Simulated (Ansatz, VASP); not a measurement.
## Cu16H (Cu(100)) in two plane-wave programs

One calculation is typed for both programs; each brings its own data sets and cutoff. How far apart do they land? The structure shown is the end of the VASP relaxation below.

Program: Ansatz 0.2.0. Level of theory: plane waves, with VASP 6.6.1 beside it; single point at RPBE. Results are calculated unless marked as measured.

## Step 1: The structure

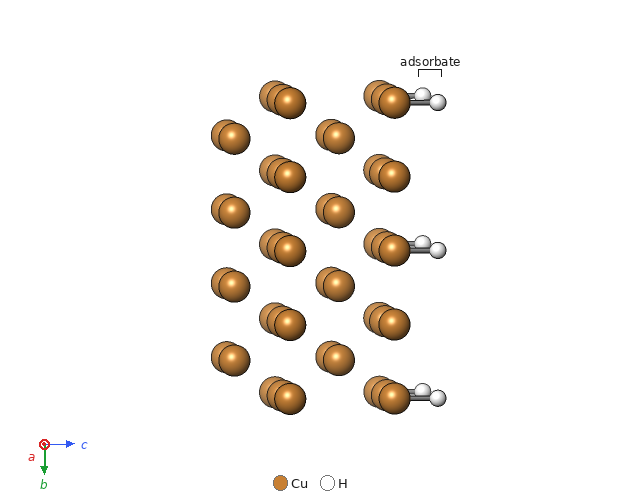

The starting structure, seen from the side, with the c axis across the page (copper orange, hydrogen white). 1×2×1 cells are drawn. Some periodic images of atoms are drawn too.

The cell holds 17 atoms: 16 Cu and 1 H. Cell: a = 5.193 Å, b = 5.193 Å, c = 20.508 Å, α = 90.0°, β = 90.0°, γ = 90.0°. It derives from Cu. As first built, before any earlier steps moved the atoms: H over the ontop site of Cu(100). Vacuum lies along c.

## Step 2: VASP: relaxation, RPBE

This run makes the geometry at which the two programs are then compared.

Lines of VASP's logs that name or quote its potential files are left out, and so is its time.

File INCAR:

```
SYSTEM = Cu16H
PREC = Normal
ENCUT = 330
EDIFF = 1E-05
NELM = 120
ISMEAR = 1
SIGMA = 0.15
LREAL = Auto
ALGO = Fast
GGA = RP
NBANDS = 109
LASPH = .TRUE.
LORBIT = 11
LWAVE = .FALSE.
LCHARG = .FALSE.
KPAR = 2
NCORE = 2
IBRION = 2
NSW = 50
ISIF = 2
EDIFFG = -0.03
POTIM = 0.4
MAXMIX = 40
IDIPOL = 3
LDIPOL = .TRUE.
DIPOL = 0.5 0.5 0.512
```

File POSCAR:

```
Cu16H
1.0
    5.1926374917      0.0000000000      0.0000000000
    0.0000000000      5.1926374917      0.0000000000
    0.0000000000      0.0000000000     20.5076237739
Cu H
16 1
Selective dynamics
Direct
    0.2500000000      0.2500000000      0.3657176500  F F F
    0.7500000000      0.2500000000      0.3657176500  F F F
    0.2500000000      0.7500000000      0.3657176500  F F F
    0.7500000000      0.7500000000      0.3657176500  F F F
    0.0000000000      0.0000000000      0.4552392200  F F F
    0.5000000000      0.0000000000      0.4552392200  F F F
    0.0000000000      0.5000000000      0.4552392200  F F F
    0.5000000000      0.5000000000      0.4552392200  F F F
    0.2500000000      0.2500000000      0.5460485000  T T T
    0.7500000000      0.2500000000      0.5460485000  T T T
    0.2500000000      0.7500000000      0.5460485000  T T T
    0.7500000000      0.7500000000      0.5460485000  T T T
    0.0000000000      0.0000000000      0.6333476700  T T T
    0.5000000000      0.0000000000      0.6333476700  T T T
    0.0000000000      0.5000000000      0.6333476700  T T T
    0.5000000000      0.5000000000      0.6333476700  T T T
    0.0000000000      0.0000000000      0.7089293200  T T T
```

File KPOINTS:

```
Automatic mesh
0
Gamma
5 5 1
0 0 0
```

PAW data sets: Cu and H (PBE family, release 64).

Launch:

```console
$ mpirun -np 4 vasp_std
```

Numbers of over 12 decimals in the logs are rounded to 6 here.

The log of the run:

```text
[banner, memory and clock lines left out]
running    4 mpi-ranks, on    1 nodes
 distrk:  each k-point on    2 cores,    2 groups
 distr:  one band on    2 cores,    1 groups

 POSCAR found type information on POSCAR CuH
 POSCAR found :  2 types and      17 ions
|                                                                             |
|               ----> ADVICE to this user running VASP <----                  |
|                                                                             |
|     You enforced a specific xc type in the INCAR file but a different       |
|     [... a line on the potential file left out ...]
|     I HOPE YOU KNOW WHAT YOU ARE DOING!                                     |
|                                                                             |

 LDA part: xc-table for (Slater+PW92), standard interpolation
 POSCAR, INCAR and KPOINTS ok, starting setup
 FFT: planning ... GRIDC
 FFT: planning ... GRID_SOFT
 FFT: planning ... GRID
 WAVECAR not read
 entering main loop
       N       E                     dE             d eps       ncg     rms          rms(c)
DAV:   1     0.143379792072E+04    0.14338E+04   -0.57508E+04  1308   0.144E+03
DAV:   2     0.924283300791E+02   -0.13414E+04   -0.12937E+04  1308   0.370E+02
DAV:   3    -0.552606355565E+02   -0.14769E+03   -0.13475E+03  1370   0.174E+02
DAV:   4    -0.622140682341E+02   -0.69534E+01   -0.68281E+01  1443   0.502E+01
DAV:   5    -0.624025650256E+02   -0.18850E+00   -0.18772E+00  1504   0.637E+00    0.275E+01
RMM:   6    -0.564087923450E+02    0.59938E+01   -0.13332E+02  1313   0.892E+01    0.160E+01
RMM:   7    -0.509993557033E+02    0.54094E+01   -0.28362E+01  1310   0.451E+01    0.290E+00
RMM:   8    -0.513548833405E+02   -0.35553E+00   -0.18708E+00  1333   0.706E+00    0.398E+00
RMM:   9    -0.509281208771E+02    0.42676E+00   -0.76596E-01  1320   0.521E+00    0.118E+00
RMM:  10    -0.509275374496E+02    0.58343E-03   -0.29298E-01  1386   0.275E+00    0.601E-01
RMM:  11    -0.509238621156E+02    0.36753E-02   -0.70989E-02  1392   0.137E+00    0.417E-01
RMM:  12    -0.509194544362E+02    0.44077E-02   -0.25720E-02  1326   0.100E+00    0.276E-01
RMM:  13    -0.509182211070E+02    0.12333E-02   -0.11474E-02  1344   0.583E-01    0.164E-01
RMM:  14    -0.509171519709E+02    0.10691E-02   -0.60503E-03  1324   0.468E-01    0.117E-01
[...]
RMM:  20    -0.509177789226E+02   -0.86553E-04   -0.53446E-05   992   0.337E-02    0.987E-03
RMM:  21    -0.509177940774E+02   -0.15155E-04   -0.11611E-05   765   0.200E-02    0.536E-03
RMM:  22    -0.509178389920E+02   -0.44915E-04   -0.81679E-06   771   0.138E-02    0.549E-03
RMM:  23    -0.509178701124E+02   -0.31120E-04   -0.50449E-06   768   0.135E-02    0.269E-03
RMM:  24    -0.509179023790E+02   -0.32267E-04   -0.34864E-06   764   0.954E-03    0.376E-03
RMM:  25    -0.509179336678E+02   -0.31289E-04   -0.41608E-06   759   0.147E-02    0.337E-03
RMM:  26    -0.509179461552E+02   -0.12487E-04   -0.99383E-07   740   0.601E-03    0.157E-03
RMM:  27    -0.509179519080E+02   -0.57529E-05   -0.32635E-07   591   0.295E-03
   1 F= -.50917952E+02 E0= -.50917595E+02  d E =-.509180E+02
[... from here on, the cycles between the ionic steps are left out ...]
   2 F= -.50925281E+02 E0= -.50924836E+02  d E =-.732901E-02
   5 F= -.50930127E+02 E0= -.50929573E+02  d E =-.418148E-02
   6 F= -.50921103E+02 E0= -.50920606E+02  d E =0.484160E-02
   7 F= -.50928808E+02 E0= -.50928266E+02  d E =-.286252E-02
   8 F= -.50929018E+02 E0= -.50928467E+02  d E =-.307291E-02
   9 F= -.50929084E+02 E0= -.50928536E+02  d E =-.313911E-02
  10 F= -.50929605E+02 E0= -.50929032E+02  d E =-.520425E-03
  11 F= -.50929680E+02 E0= -.50929103E+02  d E =-.595786E-03
  12 F= -.50929662E+02 E0= -.50929089E+02  d E =-.577567E-03
  13 F= -.50929678E+02 E0= -.50929102E+02  d E =-.593872E-03
 curvature:  -0.04 expect dE=-0.989E-05 dE for cont linesearch -0.412E-07
 trial: gam= 0.23178 g(F)=  0.265E-03 g(S)=  0.000E+00 ort = 0.291E-04 (trialstep = 0.191E+01)
 search vector abs. value=  0.320E-03
 bond charge predicted
       N       E                     dE             d eps       ncg     rms          rms(c)
DAV:   1    -0.509296783843E+02   -0.28990E-05   -0.24158E-01  1375   0.155E+00    0.337E-02
RMM:   2    -0.509299143433E+02   -0.23596E-03   -0.26424E-03  1309   0.375E-01    0.398E-02
RMM:   3    -0.509300293367E+02   -0.11499E-03   -0.11522E-03  1534   0.156E-01    0.145E-02
RMM:   4    -0.509300376564E+02   -0.83197E-05   -0.20006E-04  1416   0.679E-02    0.181E-02
RMM:   5    -0.509300469157E+02   -0.92593E-05   -0.26987E-05   837   0.268E-02
  14 F= -.50930047E+02 E0= -.50929482E+02  d E =-.368900E-03
 trial-energy change:   -0.000369  1 .order   -0.000286   -0.000518   -0.000053
 step:   2.0113(harm=  2.1260)  dis= 0.00237  next Energy=   -50.930048 (dE=-0.370E-03)
 reached required accuracy - stopping structural energy minimisation
```

OUTCAR, selected parts (step 2):

```text
ion  position               nearest neighbor table
   1  0.250  0.250  0.366-   2 2.60   3 2.60   3 2.60   2 2.60   7 2.60   8 2.60   5 2.60   6 2.60

  LATTYP: Found a simple tetragonal cell.
 ALAT       =     5.1926374917
 C/A-ratio  =     3.9493655790

 Subroutine GETGRP returns: Found  8 space group operations
 (whereof  8 operations were pure point group operations)

The static configuration has the point symmetry C_4v.

 Found      6 irreducible k-points:

   k-points           NKPTS =      6   k-points in BZ     NKDIM =      6   number of bands    NBANDS=    109

   dimension x,y,z NGX =    24 NGY =   24 NGZ =   96
   dimension x,y,z NGXF=    48 NGYF=   48 NGZF=  192

   ENCUT  =  330.0 eV  24.25 Ry    4.92 a.u.   7.69  7.69 30.38*2*pi/ulx,y,z

   NELECT =     177.0000    total number of electrons

 k-points in reciprocal lattice and weights: Automatic mesh
   0.00000000  0.00000000  0.00000000       0.040
   0.20000000  0.00000000  0.00000000       0.160
   0.40000000  0.00000000  0.00000000       0.160
   0.20000000  0.20000000  0.00000000       0.160
   0.40000000  0.20000000  0.00000000       0.320
   0.40000000  0.40000000  0.00000000       0.160

 dipolmoment           0.000000      0.000000      0.092844 electrons x Angstroem

 average (electrostatic) potential at core
       1 -71.2512       2 -71.2512       3 -71.2512       4 -71.2512       5 -71.6716
       6 -71.5907       7 -71.5907       8 -71.6386       9 -71.6466      10 -71.6466
      11 -71.6466      12 -71.6466      13 -71.7102      14 -71.2282      15 -71.2282
      16 -71.2509      17 -36.2108

 E-fermi :  -0.2607

 k-point     1 :       0.0000    0.0000    0.0000
  band No.  band energies     occupation
    ...
     88      -0.5893      2.00823
     89      -0.2959      1.38581
     90      -0.2907      1.33084
     91      -0.2888      1.31123
     92      -0.2888      1.31123
     93       0.2103     -0.00008
     94       1.6676     -0.00000
     95       2.1890     -0.00000
     96       2.1890     -0.00000
     97       2.8715      0.00000
    ...

 k-point     2 :       0.2000    0.0000    0.0000
  band No.  band energies     occupation
    ...
     84      -1.5649      2.00000
     85      -1.5186      2.00000
     86      -1.0692      2.00000
     87      -0.3773      1.96815
     88      -0.3554      1.86728
     89      -0.1569      0.08587
     90       0.0917     -0.00442
     91       0.0994     -0.00357
     92       0.6248     -0.00000
     93       1.3476     -0.00000
    ...

 k-point     3 :       0.4000    0.0000    0.0000
  band No.  band energies     occupation
    ...
     83      -1.7218      2.00000
     84      -1.7051      2.00000
     85      -1.6816      2.00000
     86      -1.1460      2.00000
     87      -0.2758      1.16949
     88       0.1009     -0.00342
     89       0.1114     -0.00252
     90       0.7715     -0.00000
     91       0.7886     -0.00000
     92       0.9869     -0.00000
    ...

  Total       -3.8528050     -3.8528050     -1.2495546      0.0000000      0.0000000      0.0000000
  in kB      -11.1633942    -11.1633942     -3.6205494      0.0000000      0.0000000      0.0000000
  external PRESSURE =      -8.6491126 kB  Pullay stress =       0.0000000 kB

  energy-cutoff  :      330.00
  volume of cell :      552.96
      direct lattice vectors                 reciprocal lattice vectors
     5.192637492  0.000000000  0.000000000     0.192580360  0.000000000  0.000000000
     0.000000000  5.192637492  0.000000000     0.000000000  0.192580360  0.000000000
     0.000000000  0.000000000 20.507623774     0.000000000  0.000000000  0.048762354

 POSITION                                       TOTAL-FORCE (eV/Angst)
 -----------------------------------------------------------------------------------
      1.29816      1.29816      7.50000         0.029542      0.029542      0.184328
      3.89448      1.29816      7.50000        -0.029542      0.029542      0.184328
      1.29816      3.89448      7.50000         0.029542     -0.029542      0.184328
      3.89448      3.89448      7.50000        -0.029542     -0.029542      0.184328
      0.00000      0.00000      9.33587        -0.000000     -0.000000     -0.157694
      2.59632      0.00000      9.33587        -0.000000     -0.000000     -0.176857
      0.00000      2.59632      9.33587        -0.000000     -0.000000     -0.176857
      2.59632      2.59632      9.33587        -0.000000     -0.000000     -0.257780
      1.29644      1.29644     11.18613        -0.000984     -0.000984      0.003781
      3.89619      1.29644     11.18613         0.000984     -0.000984      0.003781
      1.29644      3.89619     11.18613        -0.000984      0.000984      0.003781
      3.89619      3.89619     11.18613         0.000984      0.000984      0.003781
      0.00000      0.00000     13.01649        -0.000000     -0.000000      0.025495
      2.59632      0.00000     13.01066        -0.000000     -0.000000     -0.006986
      0.00000      2.59632     13.01066        -0.000000     -0.000000     -0.006986
      2.59632      2.59632     12.94691        -0.000000     -0.000000      0.002747
      0.00000      0.00000     14.54239        -0.000000     -0.000000      0.002483
 -----------------------------------------------------------------------------------
    total drift:                                0.000000      0.000000      0.027067

  FREE ENERGIE OF THE ION-ELECTRON SYSTEM (eV)
  ---------------------------------------------------
  free  energy   TOTEN  =       -50.9300469157 eV

  energy  without entropy=      -50.9283526509  energy(sigma->0) =      -50.92948216

 reached required accuracy - stopping structural energy minimisation

 vacuum level on the upper side and lower side of the slab         4.434         3.824

 total charge
# of ion       s       p       d       tot
------------------------------------------
    1        0.426   0.232   9.207   9.865
    2        0.426   0.232   9.207   9.865
    3        0.426   0.232   9.207   9.865
    4        0.426   0.232   9.207   9.865
    5        0.420   0.346   9.162   9.928
    6        0.423   0.338   9.173   9.934
    7        0.423   0.338   9.173   9.934
    8        0.426   0.342   9.163   9.931
    9        0.426   0.350   9.163   9.939
   10        0.426   0.350   9.163   9.939
   11        0.426   0.350   9.163   9.939
   12        0.426   0.350   9.163   9.939
   13        0.469   0.376   9.129   9.974
   14        0.413   0.225   9.215   9.853
   15        0.413   0.225   9.215   9.853
   16        0.436   0.239   9.215   9.890
   17        0.500   0.011   0.000   0.511
--------------------------------------------------
tot          7.330   4.769 146.924 159.023

[... 3 further parts left out ...]
```

(Continued in part 2 of 2.)

[Lines on the potential files, build, host, timing and source positions are cut from VASP's logs without a mark.]

[Logs are printed without paths, hosts, clocks, repeated set-up lines and the standing remarks that a program may print on its own settings, such as how far it seeks lower states.]

[Hosts, paths, dates, database ids (printed as entryN), source tags and the programs' standing remarks are cut or masked in the printed files.]
